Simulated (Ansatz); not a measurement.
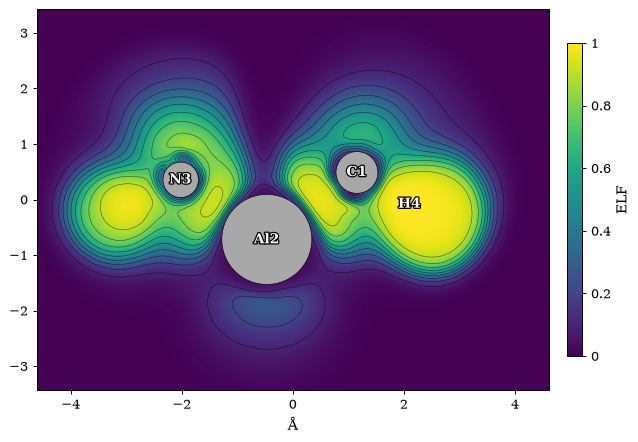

*CH7AlN (SMILES [CH3][AlH2-][NH2]) (charge −1). ELF on the plane of atoms Al2, C1 and H4. Grey discs cover the atomic cores.*

Geometry: PBE0-D3(BJ)/def2-SVPD.

Level of theory: isolated molecule in a Gaussian basis; Kohn-Sham density functional theory, functional PBE0 (Ansatz).

```xyz
10

C    -0.7700    1.1919   -0.5231
Al    0.4876   -0.3450   -0.9025
N     1.9401    0.3001   -1.9178
H    -1.6516    0.8769    0.0652
H    -1.1586    1.6407   -1.4568
H    -0.2742    2.0046    0.0386
H    -0.3846   -1.5275   -1.6798
H     1.1332   -0.9726    0.4814
H     1.7797    0.6281   -2.8657
H     2.7966   -0.2443   -1.9311
```

Describe what can be read from this map.

The plane passes through C, Al, N and H nuclei. Al–N (1.89 Å): the ELF peaks at about 0.90 in the valence shell of N, 0.7 Å from its nucleus, and is about 0.75 at the midpoint. C–Al (2.02 Å): the ELF peaks at about 0.95 between the atoms, as expected for a polar covalent bond. C–H (1.11 Å): the ELF climbs to about 1 towards the hydrogen, as it does in any bond to H (an ordinary covalent bond to hydrogen).
